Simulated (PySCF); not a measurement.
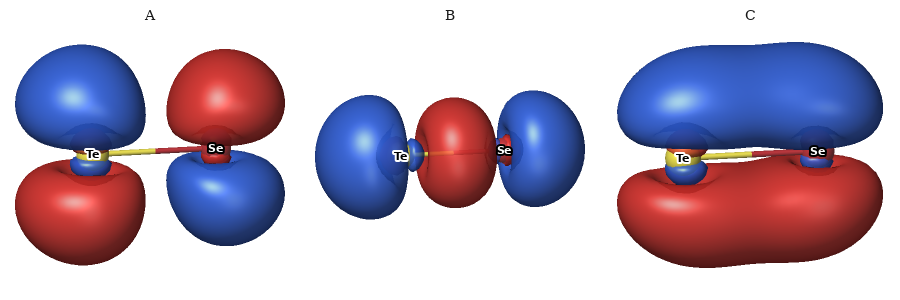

*TeSe (triplet). Three frontier β-spin orbitals, each drawn at the value that holds 80 % of its norm (red and blue are the two phases), in no order; of a degenerate pair one member is drawn.*

Core potentials replace the inner electrons of Te.

These are results of PBE0/cc-pVTZ(-PP), non-relativistic Hamiltonian with scalar-relativistic core potentials where named, at a bond length of 2.358 Å (PySCF), not measurements.

**Label each orbital by symmetry, say whether it is occupied, and order them by energy.**

Orbital B: σ, occupied in this spin, −9.22 eV; shared between the atoms (Te 50 %, Se 50 %).
Orbital C: π, occupied in this spin, −7.73 eV; bonding, with no node between the atoms.
Orbital A: π, empty in this spin, −3.67 eV; antibonding, with a node between the atoms.
